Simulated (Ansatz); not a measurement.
# A thicker film of CeO2 (110) from five thinner ones

In a field along its normal an insulating film takes a dipole p. Written as a length, p/(ε₀AE), it should grow by 1 − 1/ε for each ångström added.

How it was computed: Ansatz 0.2.0, plane waves with PAW datasets (its set soft_2), PBEsol; fluorite films relaxed at a bulk in-plane lattice constant near the measured one, then held in weak fields of both signs with a dipole correction (A is the cell's area, E the outer field).

```
     run  distance between the outer atoms (Å)  p/(ε₀AE) (Å)
 4 units                                 5.643         6.787
 5 units                                 7.540         8.508
 6 units                                 9.446        10.137
 7 units                                11.351        11.814
 9 units                                15.159        15.130
12 units                                20.873             ?
```

**Question.** What value belongs in the row marked “?”, and how far can the other rows tell?

A least-squares line through the 5 rows shown has slope 0.8748 and intercept 1.8778; no row lies more than 0.034 Å off it. That slope means ε = 1/(1 − 0.8748) = 7.99. At 20.873 it gives 0.8748 × 20.873 + 1.8778 = 20.138 Å, beyond the rows fitted. Rounding and scatter of the rows alone allow about ±0.079 Å there.

The run itself gives 20.109 Å: a miss of −0.029 Å, or 0.1 % of the value. The length is met to within 1 %, though ε is more sensitive than the length: the two thickest films give ε = 7.77.

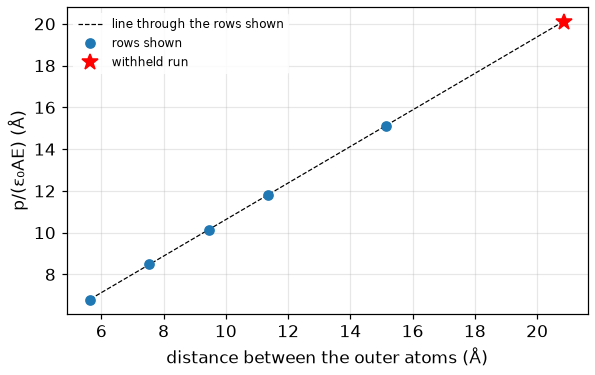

The fit and the withheld run.

Caveats: This is the electronic response alone. A unit is one step of the cut along the normal (a plane, a pair of planes or a cell), and the layers relax along it, away from their bulk spacing where the functional's lattice constant differs from the one held.

[Logs are printed without paths, hosts, clocks, repeated set-up lines and the standing remarks that a program may print on its own settings, such as how far it seeks lower states.]
